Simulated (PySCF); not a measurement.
C2H9F3OSi3 (SMILES F[SiH2]C(F)(F)OC([SiH3])[SiH3])

The calculation's input:

```
{"job": {"kind": "nmr", "xc": "PBE0", "basis": "pcSseg-1"}, "charge": 0, "multiplicity": 1}
F      2.826553    -1.812073    -0.362617
Si     3.002507    -0.231191    -0.176031
C      1.373319     0.344646     0.688002
F      1.354865     1.725945     0.833868
F      1.322903    -0.078226     2.003856
O      0.333713    -0.085037    -0.016235
C     -1.012527     0.236322     0.498095
Si    -1.765535    -1.435253     1.031885
Si    -1.829550     1.229979    -0.910715
H      3.055848     0.350377    -1.502488
H      4.118792    -0.026092     0.727417
H     -0.896129     0.879731     1.373634
H     -3.093582    -1.162386     1.586153
H     -1.842271    -2.280857    -0.158388
H     -0.903103    -2.054070     2.036980
H     -3.173198     1.620082    -0.481068
H     -1.872157     0.373185    -2.094892
H     -1.009206     2.411236    -1.182232
```

Command:

```sh
OMP_NUM_THREADS=1 python probes_run.py task.json out
```

Geometry: GFN2-xTB.

Level of theory: PBE0/pcSseg-1, SCF density, gas phase, non-relativistic (PySCF 2.14.0).

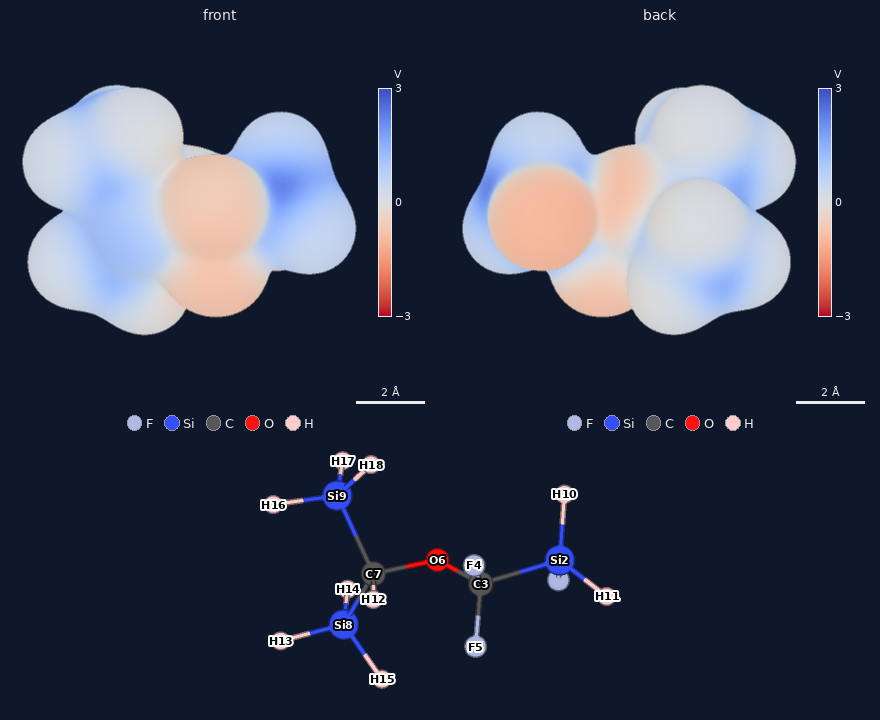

Figure 1. The molecular electrostatic potential painted on the density surface at 0.002 e/bohr³, seen from the front and from behind; red is negative and blue positive. The bare structure is drawn below in the same view.

Describe the electrostatic potential map.

Answer. The most negative region (about −1.0 V) lies over F1, the most positive (about +2.0 V) over Si2.

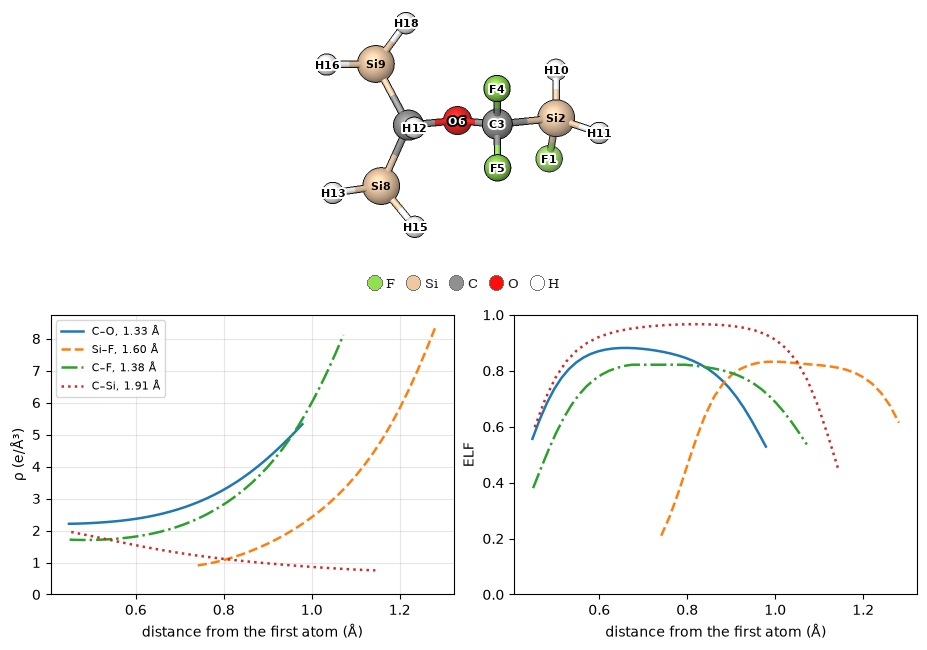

Figure 2. Total electron density and electron localisation function along straight lines between neighbouring atoms. The curves leave out the atomic cores. The structure is drawn too.

What can be read from the curves?

Answer. C–O (1.33 Å): ρ at the midpoint is about 2.5 e/Å³; the ELF peaks at about 0.90 between the atoms; a shared but strongly polarised pair.
Si–F (1.60 Å): ρ is about 1.1 e/Å³ halfway; the ELF peaks at about 0.85 in the valence shell of F, 0.6 Å from its nucleus, and is about 0.45 at the midpoint.
C–F (1.38 Å): ρ at the midpoint is about 2.1 e/Å³, with its minimum of 1.7 e/Å³ about 0.5 Å from C; the ELF peaks at about 0.80 between the atoms, as expected for a polar covalent bond.
C–Si (1.91 Å): ρ is about 0.91 e/Å³ halfway; the ELF peaks at about 0.95 between the atoms: a covalent bond.
